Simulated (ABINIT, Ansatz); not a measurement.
# SrCl2 (Fm-3m): Raman and infrared activity, part 2 of 3

Aim: Raman and infrared lines of SrCl2 (Fm-3m).

ABINIT 10.8.3; DFT LDA, scalar-relativistic, plane waves, PseudoDojo norm-conserving pseudopotentials.

So far. Step 3 (Ground state): The cell stands at -0.24 GPa: the relaxation ran with a smoothed and higher cutoff and on another k mesh. Step 5 (Zone-centre response): The acoustic modes at Γ come out as far as 0.3 cm⁻¹ from zero, where they should vanish, a small numerical error; the Born charges miss their sum rule by 9.1e-4 e, which is good. The relaxed cell has a = 6.799 Å (conventional setting).

### Step 6. Modes with the sum rule

anaddb reads the merged derivatives, imposes the acoustic sum rule and charge neutrality, and adds the LO-TO term along chosen directions.

anaddb.abi reads:

```
ddb_filepath "gamma_DDB"
output_file "anaddb.abo"
outdata_prefix "anaddb"
asr 1
chneut 1
enunit 2
eivec 1
nph1l 1
qph1l 0.0 0.0 0.0 1.0
dieflag 1
nph2l 3
qph2l 
    1.0 0.0 0.0 0.0
    0.0 0.0 1.0 0.0
    1.0 1.0 1.0 0.0
nlflag 1
ramansr 1
alphon 1
prtmbm 1
```

mrgddb.in reads:

```
gamma_DDB
merged
3
dfpt_gammao_DS2_DDB
dfpt_gammao_DS3_DDB
gso_DDB
```

Run with:

```console
$ mrgddb < mrgddb.in > mrgddb.log
$ OMP_NUM_THREADS=1 anaddb anaddb.abi > anaddb.log
```

anaddb.abo, the main output file:

```text
[banners, grids, parts of the stress and lines that vanish by symmetry left out]
-outvars_anaddb: echo values of input variables ----------------------

 Flags :
[...]
Dielectric Tensor and Effective Charges
[...]
Effective charge tensors after
[...]
1          1       -0.000000000       -0.000000000       -0.000000000
[...]
1          2       -0.000000000       -0.000000000       -0.000000000
[...]
1          3       -0.000000000        0.000000000        0.000000000
[...]
2          1        0.000000000       -0.000000000       -0.000000000
[...]
2          2       -0.000000000        0.000000000       -0.011427587
[...]
2          3        0.000000000       -0.011427587        0.000000000
[...]
3          1       -0.000000000        0.000000000        0.000000000
[...]
3          2        0.000000000       -0.000000000        0.011427587
[...]
3          3       -0.000000000        0.011427587       -0.000000000
[...]
Phonon wavevector (reduced coordinates) :  0.00000  0.00000  0.00000
 Phonon energies in Hartree :
[...]
Phonon energies in meV     :
-  0.000000E+00  0.000000E+00  0.000000E+00  1.926649E+01  1.926649E+01
-  1.926649E+01  2.375310E+01  2.375310E+01  2.375310E+01
 Phonon frequencies in cm-1    :
-  0.000000E+00  0.000000E+00  0.000000E+00  1.553947E+02  1.553947E+02
-  1.553947E+02  1.915816E+02  1.915816E+02  1.915816E+02
 Phonon frequencies in Thz     :
-  0.000000E+00  0.000000E+00  0.000000E+00  4.658617E+00  4.658617E+00
-  4.658617E+00  5.743473E+00  5.743473E+00  5.743473E+00
 Phonon energies in Kelvin  :
-  0.000000E+00  0.000000E+00  0.000000E+00  2.235784E+02  2.235784E+02
-  2.235784E+02  2.756432E+02  2.756432E+02  2.756432E+02
[...]
-  1  0.00000000E+00  0.00000000E+00  1.86024720E-03
-     0.00000000E+00  0.00000000E+00  0.00000000E+00
-  2  0.00000000E+00  0.00000000E+00  1.86024586E-03
-     0.00000000E+00  0.00000000E+00  0.00000000E+00
-  3  0.00000000E+00  0.00000000E+00  1.86024586E-03
-     0.00000000E+00  0.00000000E+00  0.00000000E+00
[...]
-  1  0.00000000E+00 -1.86024720E-03  0.00000000E+00
-     0.00000000E+00  0.00000000E+00  0.00000000E+00
-  2  0.00000000E+00 -1.86024586E-03  0.00000000E+00
-     0.00000000E+00  0.00000000E+00  0.00000000E+00
-  3  0.00000000E+00 -1.86024586E-03  0.00000000E+00
-     0.00000000E+00  0.00000000E+00  0.00000000E+00
[...]
-  1  1.86024720E-03  0.00000000E+00  0.00000000E+00
-     0.00000000E+00  0.00000000E+00  0.00000000E+00
-  2  1.86024586E-03  0.00000000E+00  0.00000000E+00
-     0.00000000E+00  0.00000000E+00  0.00000000E+00
-  3  1.86024586E-03  0.00000000E+00  0.00000000E+00
-     0.00000000E+00  0.00000000E+00  0.00000000E+00
[...]
-  1  0.00000000E+00  0.00000000E+00  1.67343319E-03
-     0.00000000E+00  0.00000000E+00  0.00000000E+00
[...]
-     0.00000000E+00  0.00000000E+00  0.00000000E+00
[...]
-     0.00000000E+00  0.00000000E+00  0.00000000E+00
[...]
-     0.00000000E+00  0.00000000E+00  0.00000000E+00
[...]
-     0.00000000E+00  0.00000000E+00  0.00000000E+00
[...]
-     1          0.000000     0.000000     0.000001     0.000001
-     2         -0.000000    -0.000001    -0.000000     0.000001
-     3          0.000001     0.000000    -0.000000     0.000001
-     4          0.000000     0.000000     2.762592     2.762592
-     5          0.000000     2.762592    -0.000000     2.762592
-     6          2.762592     0.000000     0.000000     2.762592
-     7         -0.000000    -0.000000     0.000000     0.000000
-     8          0.000000    -0.000000    -0.000000     0.000000
-     9         -0.000000    -0.000000     0.000000     0.000000
[...]
-   1     Real    0.0000E+00  0.0000E+00  0.0000E+00  0.0000E+00  0.0000E+00  0.0000E+00  0.0000E+00
[...]
-   2     Real    0.0000E+00  0.0000E+00  0.0000E+00  0.0000E+00  0.0000E+00  0.0000E+00  0.0000E+00
[...]
-   3     Real    0.0000E+00  0.0000E+00  0.0000E+00  0.0000E+00  0.0000E+00  0.0000E+00  0.0000E+00
[...]
-   4     Real    0.0000E+00  0.0000E+00  8.6645E-05  0.0000E+00  0.0000E+00  0.0000E+00  8.6645E-05
[...]
-   5     Real    0.0000E+00  8.6645E-05  0.0000E+00  0.0000E+00  0.0000E+00  0.0000E+00  8.6645E-05
[...]
-   6     Real    8.6645E-05  0.0000E+00  0.0000E+00  0.0000E+00  0.0000E+00  0.0000E+00  8.6645E-05
[...]
-   7     Real    0.0000E+00  0.0000E+00  0.0000E+00  0.0000E+00  0.0000E+00  0.0000E+00  0.0000E+00
[...]
-   8     Real    0.0000E+00  0.0000E+00  0.0000E+00  0.0000E+00  0.0000E+00  0.0000E+00  0.0000E+00
[...]
-   9     Real    0.0000E+00  0.0000E+00  0.0000E+00  0.0000E+00  0.0000E+00  0.0000E+00  0.0000E+00
[...]
Phonon at Gamma, with non-analyticity in the
[...]
Phonon energies in Hartree :
[...]
Phonon energies in meV     :
-  0.000000E+00  0.000000E+00  0.000000E+00  1.926649E+01  1.926649E+01
[...]
Phonon frequencies in cm-1    :
[...]
Phonon frequencies in Thz     :
[...]
Phonon energies in Kelvin  :
[...]
-         0.000000017      -0.000000000      -0.001463868
-         0.000000007      -0.001463868      -0.000000000
[...]
Phonon at Gamma, with non-analyticity in the
[...]
Phonon energies in Hartree :
[...]
Phonon energies in meV     :
-  0.000000E+00  0.000000E+00  0.000000E+00  1.926649E+01  1.926649E+01
-  2.375310E+01  2.375310E+01  2.375310E+01  2.927764E+01
 Phonon frequencies in cm-1    :
-  0.000000E+00  0.000000E+00  0.000000E+00  1.553947E+02  1.553947E+02
-  1.915816E+02  1.915816E+02  1.915816E+02  2.361401E+02
 Phonon frequencies in Thz     :
-  0.000000E+00  0.000000E+00  0.000000E+00  4.658617E+00  4.658617E+00
-  5.743473E+00  5.743473E+00  5.743473E+00  7.079302E+00
 Phonon energies in Kelvin  :
-  0.000000E+00  0.000000E+00  0.000000E+00  2.235784E+02  2.235784E+02
-  2.756432E+02  2.756432E+02  2.756432E+02  3.397529E+02
[...]
-  1  0.00000000E+00  0.00000000E+00  1.86024686E-03
-     0.00000000E+00  0.00000000E+00  0.00000000E+00
-  2  0.00000000E+00  0.00000000E+00  1.86024628E-03
-     0.00000000E+00  0.00000000E+00  0.00000000E+00
[...]
-     0.00000000E+00  0.00000000E+00  0.00000000E+00
[...]
-     0.00000000E+00  0.00000000E+00  0.00000000E+00
[...]
Phonon at Gamma, with non-analyticity in the
[...]
Phonon energies in Hartree :
[...]
Phonon energies in meV     :
-  0.000000E+00  0.000000E+00  0.000000E+00  1.926649E+01  1.926649E+01
[...]
Phonon frequencies in cm-1    :
-  0.000000E+00  0.000000E+00  0.000000E+00  1.553947E+02  1.553947E+02
[...]
Phonon frequencies in Thz     :
-  0.000000E+00  0.000000E+00  0.000000E+00  4.658617E+00  4.658617E+00
[...]
Phonon energies in Kelvin  :
-  0.000000E+00  0.000000E+00  0.000000E+00  2.235784E+02  2.235784E+02
[...]
-  2  2.78150787E-03  0.00000000E+00  0.00000000E+00
[...]
-  3 -2.78150787E-03  0.00000000E+00  0.00000000E+00
[...]
-         0.000000019      -0.000000000      -0.001463868
-        -0.000000005      -0.001463868      -0.000000000
[...]
Direction                     Dielectric constant
[...]
0.00000   0.00000   1.00000      7.22477229
   1.00000   1.00000   1.00000      7.22477229
-
```

The job ended after 1.9 s (1 thread of Intel Xeon at 2.70GHz, shared host).

This step gave:

| Quantity | Value |
| --- | --- |
| mean static dielectric constant | 7.225 |
| highest mode moved by the LO-TO term | 236.1 cm⁻¹ |

No LO-TO term; unit eigenvectors of the mass-weighted matrix, from anaddb's displacements. Modes at Γ, with each element's share of the kinetic energy:

```
mode  frequency (cm⁻¹)  symmetry  Sr %  Cl %
   1               0.0  acoustic    55    45
   2               0.0  acoustic    55    45
   3               0.0  acoustic    55    45
   4             155.4       T1u    45    55
   5             155.4       T1u    45    55
   6             155.4       T1u    45    55
   7             191.6       T2g     0   100
   8             191.6       T2g     0   100
   9             191.6       T2g     0   100
```

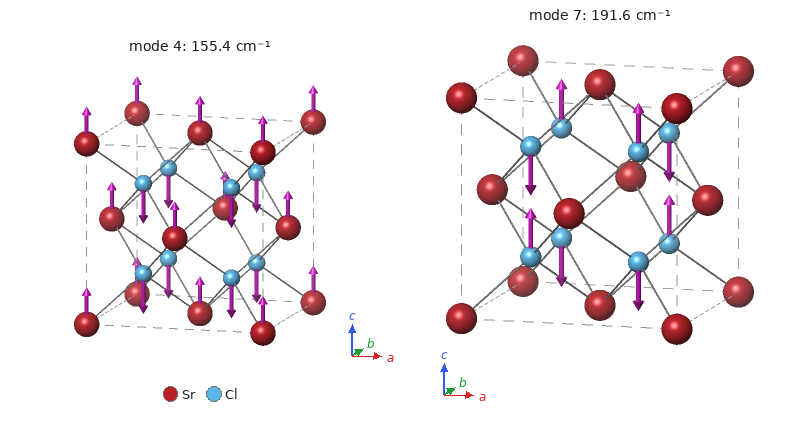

Displacement patterns of modes 4 and 7 at Γ; arrows are exaggerated. Some periodic images of atoms are drawn too.

Trace of the oscillator strength, degenerate modes summed. Lines of the infrared spectrum (strongest = 100):

```
position (cm⁻¹)  lines merged  IR intensity, relative
            155             3                     100
            192             3                     0.0
```

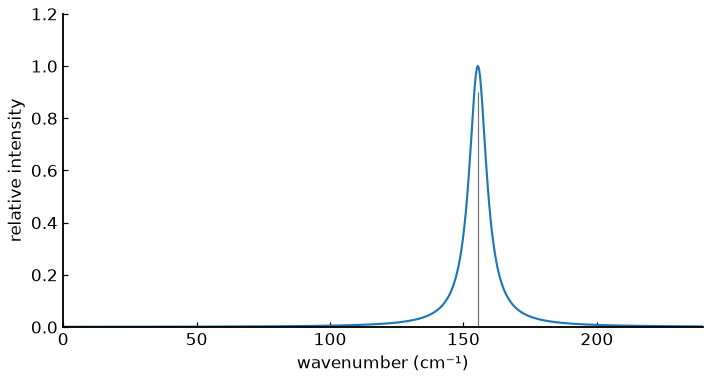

The infrared spectrum, broadened with Lorentzians of width 8 cm⁻¹; bars mark the lines.

From anaddb's Raman susceptibilities, degenerate modes summed; transverse modes, the longitudinal lines of polar modes are not listed. Raman lines, with heights relative to the strongest:

```
position (cm⁻¹)  lines merged  Raman activity (Å⁴/amu), powder, relative
            155             3                                        0.0
            192             3                                        100
```

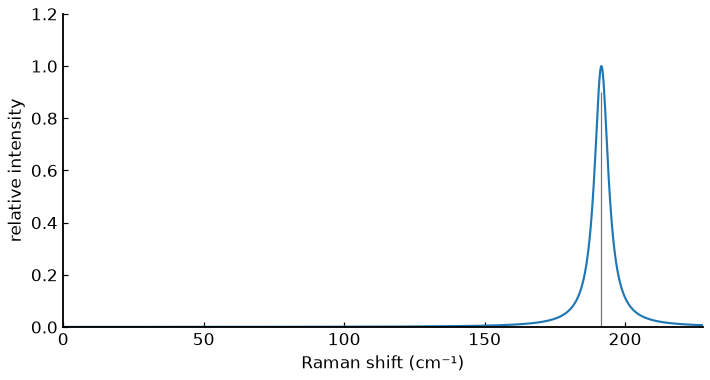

The Raman spectrum, broadened with Lorentzians of width 6 cm⁻¹; bars mark the lines.

Static dielectric tensor (ions relaxed, fixed cell):

```
7.22 0.00 0.00
0.00 7.22 0.00
0.00 0.00 7.22
```

The rule moves no optical mode by more than 0.1 cm⁻¹.

### Step 7. Sum rules set otherwise (asr 0)

Without the rule the raw error of the acoustic modes shows.

anaddb.abi, as its differences from that of step 6:

```diff
@@ -3,4 +3,4 @@
 outdata_prefix "anaddb"
-asr 1
-chneut 1
+asr 0
+chneut 0
 enunit 2
```

mrgddb.in is that of step 6.

anaddb.abo, the main output file:

```text
[banners, grids, parts of the stress and lines that vanish by symmetry left out]
-outvars_anaddb: echo values of input variables ----------------------

 Flags :
[...]
Dielectric Tensor and Effective Charges
[...]
Effective charge tensors after
[...]
1          1       -0.000000000       -0.000000000       -0.000000000
[...]
1          2       -0.000000000       -0.000000000       -0.000000000
[...]
1          3       -0.000000000        0.000000000        0.000000000
[...]
2          1        0.000000000       -0.000000000       -0.000000000
[...]
2          2       -0.000000000        0.000000000       -0.011427587
[...]
2          3        0.000000000       -0.011427587        0.000000000
[...]
3          1       -0.000000000        0.000000000        0.000000000
[...]
3          2        0.000000000       -0.000000000        0.011427587
[...]
3          3       -0.000000000        0.011427587       -0.000000000
[...]
Phonon wavevector (reduced coordinates) :  0.00000  0.00000  0.00000
 Phonon energies in Hartree :
[...]
Phonon energies in meV     :
-  3.402608E-02  3.402611E-02  3.402620E-02  1.926652E+01  1.926652E+01
-  1.926652E+01  2.375312E+01  2.375312E+01  2.375312E+01
 Phonon frequencies in cm-1    :
-  2.744388E-01  2.744391E-01  2.744398E-01  1.553950E+02  1.553950E+02
-  1.553950E+02  1.915818E+02  1.915818E+02  1.915818E+02
 Phonon frequencies in Thz     :
-  8.227469E-03  8.227476E-03  8.227498E-03  4.658624E+00  4.658624E+00
-  4.658624E+00  5.743478E+00  5.743478E+00  5.743478E+00
 Phonon energies in Kelvin  :
-  3.948562E-01  3.948566E-01  3.948576E-01  2.235787E+02  2.235787E+02
-  2.235787E+02  2.756435E+02  2.756435E+02  2.756435E+02
[...]
-  1  0.00000000E+00  0.00000000E+00  1.86024608E-03
-     0.00000000E+00  0.00000000E+00  0.00000000E+00
-  2  0.00000000E+00  0.00000000E+00  1.86024725E-03
-     0.00000000E+00  0.00000000E+00  0.00000000E+00
-  3  0.00000000E+00  0.00000000E+00  1.86024725E-03
-     0.00000000E+00  0.00000000E+00  0.00000000E+00
[...]
-  1  0.00000000E+00 -1.86024608E-03  0.00000000E+00
-     0.00000000E+00  0.00000000E+00  0.00000000E+00
-  2  0.00000000E+00 -1.86024725E-03  0.00000000E+00
-     0.00000000E+00  0.00000000E+00  0.00000000E+00
-  3  0.00000000E+00 -1.86024725E-03  0.00000000E+00
-     0.00000000E+00  0.00000000E+00  0.00000000E+00
[...]
-  1  1.86024608E-03  0.00000000E+00  0.00000000E+00
-     0.00000000E+00  0.00000000E+00  0.00000000E+00
-  2  1.86024725E-03  0.00000000E+00  0.00000000E+00
-     0.00000000E+00  0.00000000E+00  0.00000000E+00
-  3  1.86024725E-03  0.00000000E+00  0.00000000E+00
-     0.00000000E+00  0.00000000E+00  0.00000000E+00
[...]
-  1  0.00000000E+00  0.00000000E+00  1.67343444E-03
-     0.00000000E+00  0.00000000E+00  0.00000000E+00
[...]
-     0.00000000E+00  0.00000000E+00  0.00000000E+00
[...]
-     0.00000000E+00  0.00000000E+00  0.00000000E+00
[...]
-     0.00000000E+00  0.00000000E+00  0.00000000E+00
[...]
-     0.00000000E+00  0.00000000E+00  0.00000000E+00
[...]
-     1          0.000000     0.000000     0.000522     0.000522
-     2         -0.000000    -0.000522    -0.000000     0.000522
-     3          0.000522    -0.000000    -0.000000     0.000522
-     4         -0.000000    -0.000000     2.762372     2.762372
-     5         -0.000000    -2.762372     0.000000     2.762372
-     6          2.762372     0.000000     0.000000     2.762372
-     7         -0.000000    -0.000000     0.000000     0.000000
-     8         -0.000000     0.000000     0.000000     0.000000
-     9          0.000000     0.000000     0.000000     0.000000
[...]
-   1     Real    0.0000E+00  0.0000E+00  2.8294E-12  0.0000E+00  0.0000E+00  0.0000E+00  2.8294E-12
[...]
-   2     Real    0.0000E+00  2.8294E-12  0.0000E+00  0.0000E+00  0.0000E+00  0.0000E+00  2.8294E-12
[...]
-   3     Real    2.8294E-12  0.0000E+00  0.0000E+00  0.0000E+00  0.0000E+00  0.0000E+00  2.8294E-12
[...]
-   4     Real    0.0000E+00  0.0000E+00  8.6631E-05  0.0000E+00  0.0000E+00  0.0000E+00  8.6631E-05
[...]
-   5     Real    0.0000E+00  8.6631E-05  0.0000E+00  0.0000E+00  0.0000E+00  0.0000E+00  8.6631E-05
[...]
-   6     Real    8.6631E-05  0.0000E+00  0.0000E+00  0.0000E+00  0.0000E+00  0.0000E+00  8.6631E-05
[...]
-   7     Real    0.0000E+00  0.0000E+00  0.0000E+00  0.0000E+00  0.0000E+00  0.0000E+00  0.0000E+00
[...]
-   8     Real    0.0000E+00  0.0000E+00  0.0000E+00  0.0000E+00  0.0000E+00  0.0000E+00  0.0000E+00
[...]
-   9     Real    0.0000E+00  0.0000E+00  0.0000E+00  0.0000E+00  0.0000E+00  0.0000E+00  0.0000E+00
[...]
Phonon at Gamma, with non-analyticity in the
[...]
Phonon energies in Hartree :
[...]
Phonon energies in meV     :
-  3.402608E-02  3.402611E-02  3.412704E-02  1.926652E+01  1.926652E+01
[...]
Phonon frequencies in cm-1    :
[...]
Phonon frequencies in Thz     :
[...]
Phonon energies in Kelvin  :
[...]
-         0.000000010      -0.000000000      -0.001463868
-         0.000000031      -0.001463868      -0.000000000
[...]
Phonon at Gamma, with non-analyticity in the
[...]
Phonon energies in Hartree :
[...]
Phonon energies in meV     :
-  3.402611E-02  3.402620E-02  3.412692E-02  1.926652E+01  1.926652E+01
-  2.375312E+01  2.375312E+01  2.375312E+01  2.927634E+01
 Phonon frequencies in cm-1    :
-  2.744391E-01  2.744398E-01  2.752522E-01  1.553950E+02  1.553950E+02
-  1.915818E+02  1.915818E+02  1.915818E+02  2.361296E+02
 Phonon frequencies in Thz     :
-  8.227476E-03  8.227498E-03  8.251853E-03  4.658624E+00  4.658624E+00
-  5.743478E+00  5.743478E+00  5.743478E+00  7.078986E+00
 Phonon energies in Kelvin  :
-  3.948566E-01  3.948576E-01  3.960265E-01  2.235787E+02  2.235787E+02
-  2.756435E+02  2.756435E+02  2.756435E+02  3.397378E+02
[...]
-  1  0.00000000E+00 -1.86024608E-03  0.00000000E+00
-     0.00000000E+00  0.00000000E+00  0.00000000E+00
-  2  0.00000000E+00 -1.86024725E-03  0.00000000E+00
-     0.00000000E+00  0.00000000E+00  0.00000000E+00
[...]
-     0.00000000E+00  0.00000000E+00  0.00000000E+00
[...]
-     0.00000000E+00  0.00000000E+00  0.00000000E+00
[...]
Phonon at Gamma, with non-analyticity in the
[...]
Phonon energies in Hartree :
[...]
Phonon energies in meV     :
-  3.402609E-02  3.402616E-02  3.412697E-02  1.926652E+01  1.926652E+01
[...]
Phonon frequencies in cm-1    :
-  2.744389E-01  2.744395E-01  2.752526E-01  1.553950E+02  1.553950E+02
[...]
Phonon frequencies in Thz     :
-  8.227472E-03  8.227490E-03  8.251865E-03  4.658624E+00  4.658624E+00
[...]
Phonon energies in Kelvin  :
-  3.948564E-01  3.948572E-01  3.960271E-01  2.235787E+02  2.235787E+02
[...]
-  2  2.78150787E-03  0.00000000E+00  0.00000000E+00
[...]
-  3 -2.78150787E-03  0.00000000E+00  0.00000000E+00
[...]
-         0.000000015      -0.000000000      -0.001463868
-         0.000000016      -0.001463868      -0.000000000
[...]
Direction                     Dielectric constant
[...]
0.00000   0.00000   1.00000      7.22410588
   1.00000   1.00000   1.00000      7.22410588
-
```

The job ended after 1.6 s (1 thread).

This step gave:

* mean static dielectric constant: 7.224

Zone-centre frequencies as printed; negative means imaginary. Modes:

```
mode  frequency (cm⁻¹)
   1              0.27
   2              0.27
   3              0.27
   4             155.4
   5             155.4
   6             155.4
   7             191.6
   8             191.6
   9             191.6
```

[end of part 2 of 3]

[Host names and launcher messages were left out of these logs when they were recorded.]

[Logs are printed without paths, hosts, clocks, repeated set-up lines and the standing remarks that a program may print on its own settings, such as how far it seeks lower states.]

[Hosts, paths, dates, database ids (printed as entryN), source tags and the programs' standing remarks are cut or masked in the printed files.]
